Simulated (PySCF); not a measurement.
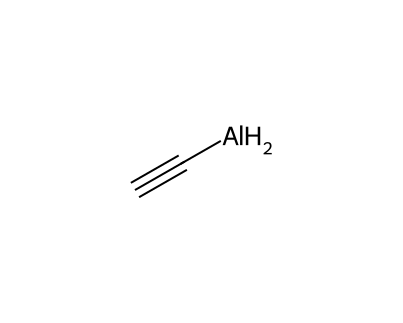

A structural formula.

**Transcribe the drawing into SMILES.**

C#[C][AlH2]

**What is the molecular formula?**

C2H3Al.

**An optimisation with PBE0-D3(BJ)/def2-SVP gave a structure of which point group?**

C2v.

The parts below concern this one geometry. Atoms keep their numbers from picture to picture. The computed structure is the end point of a PBE0-D3(BJ)/def2-SVP optimisation. No frequency run is at hand to confirm it as a minimum.

Core levels

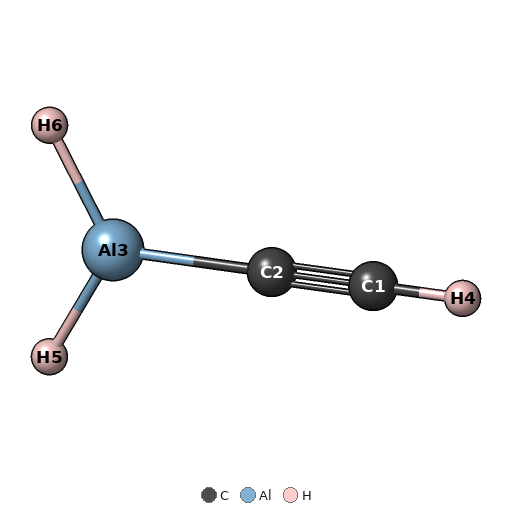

No frequency run is at hand to confirm it as a minimum. Properties computed with delta-SCF UKS PBE, pcX-2 on the ionised atom, pcseg-1 elsewhere, spin-free X2C (PySCF 2.14.0).

Give the core-electron binding energies (to vacuum; p and d levels without spin–orbit splitting) of C1 1s, C2 1s, Al3 1s, Al3 2p.

| atom | level | binding energy (eV) |
| --- | --- | --- |
| C1 | 1s | 289.8 |
| C2 | 1s | 289.4 |
| Al3 | 1s | 1564.6 |
| Al3 | 2p | 80.6 |

Polarisability

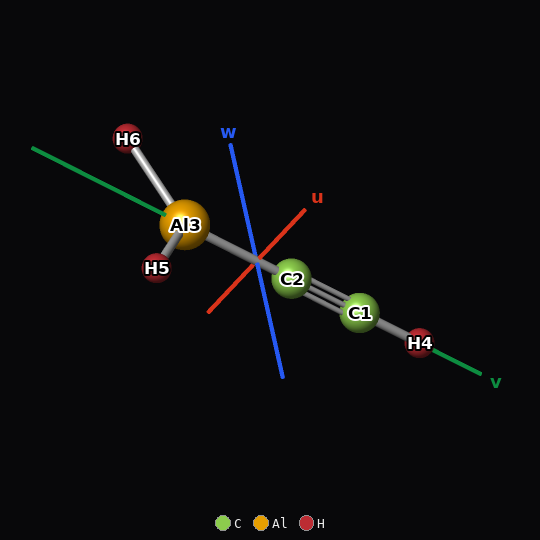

The lines u, v and w are the principal axes of the static dipole polarisability. No frequency run is at hand to confirm it as a minimum. Level of theory: PBE0/def2-TZVPD (PySCF 2.14.0).

**Along which axis is the molecule most polarisable, and along which least?**

Most along v (in the molecular plane, nearly parallel to the C2–Al3 bond), least along u (normal to the molecular plane).

**Give the three principal values.**

u 39.3, v 70.6, w 45.2 bohr³; mean 51.7, anisotropy 28.8 bohr³.

Excitation

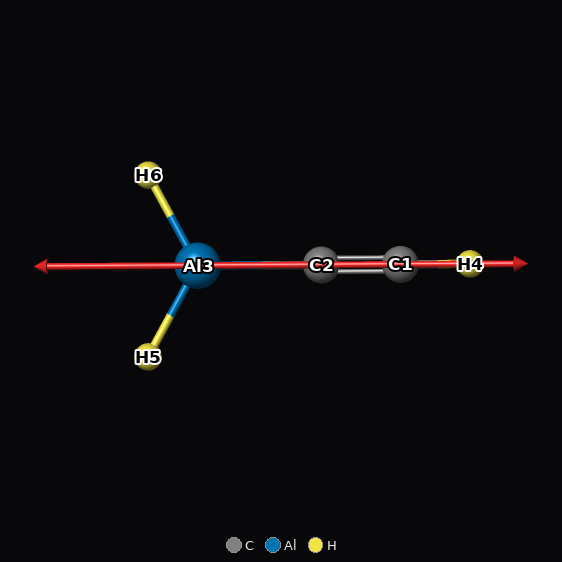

The double arrow shows the direction of the transition dipole to excited singlet state 6 (its length means nothing). No frequency run is at hand to confirm it as a minimum. Level of theory: TDDFT PBE0/def2-TZVPD, vertical, gas phase, core orbitals frozen in the response (PySCF 2.14.0).

**How is the transition polarised?**

In the molecular plane, nearly parallel to the C2–Al3 bond.

**Give its energy, strength and character.**

7.09 eV (175 nm), oscillator strength 0.22, mainly HOMO → LUMO+1 (weight 0.52); transition dipole 2.85 D.
